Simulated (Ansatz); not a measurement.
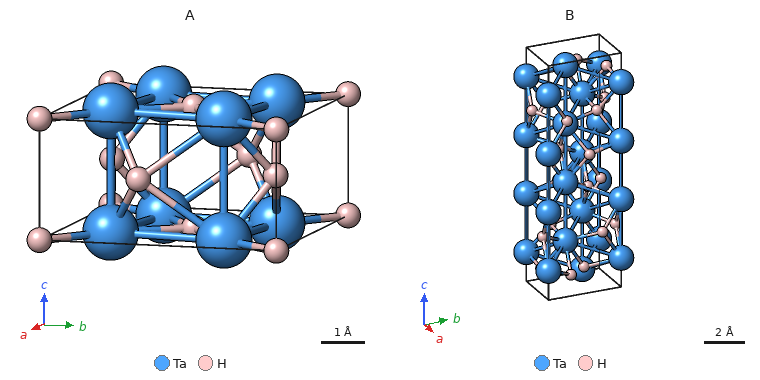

Two structures of Ta$_{2}$H$_{3}$, each relaxed to rest (conventional cells in solid outline, small ones repeated, not to one scale). Method: DFT PBE, scalar-relativistic, plane waves, PAW (Ansatz 0.2.0), without spin polarisation.

### Characterise the two forms.

A: 10 atoms a cell on a primitive tetragonal lattice, P4/mbm. B: 30 atoms a cell on a rhombohedral (trigonal R) lattice, R-3c.

### Which structure is more stable?

B is lower, by 371 meV/atom at this level of theory (energies at zero smearing). Volumes: A 9.5, B 8.7 Å³/atom.

One or both may be structure types tried for this composition rather than known phases.
